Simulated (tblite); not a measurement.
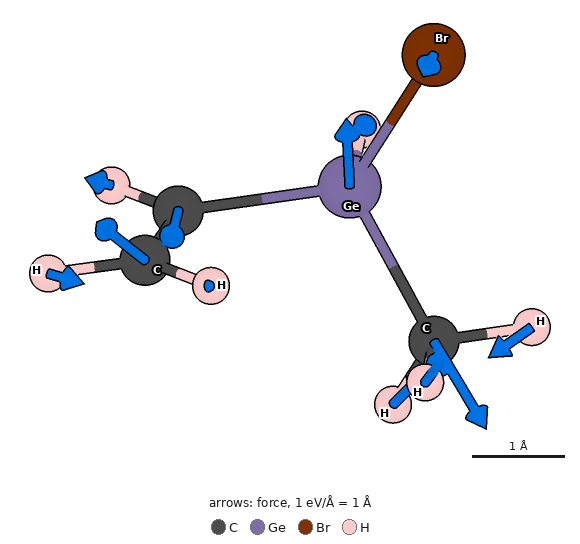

Starting geometry of C$_{3}$H$_{7}$BrGe with the computed forces as blue arrows. Style: ball-and-stick. Shown at a tilt.

All numbers below come from tblite 0.8.0, GFN2-xTB geometry optimisation, gas phase. 

**Is this structure relaxed? If not, where do the atoms go?**

It isn't relaxed: the largest force vector, on a C atom, is 1.28 eV/Å. The final displacements have little in common with the starting forces (cosine between the two patterns 0.09). The largest move after the best rigid fit is that of an H atom, 1.28 Å. By element the largest moves are H 1.28 Å, Br 0.57 Å, C 0.53 Å, Ge 0.19 Å. Among the contacts that change: C–Ge 1.929 → 1.981 Å, Br–Ge 2.332 → 2.292 Å, C–H 1.124 → 1.088 Å, C–Ge 1.935 → 1.965 Å. Among the angles between lasting bonds that change: Br–Ge–H 109.7° → 104.3°, C–C–Ge 119.6° → 124.7°, C–Ge–C 109.8° → 114.6°. Groups turn about C–Ge by about 55°. Over 120 geometry steps the energy falls by 17.4 kJ/mol.
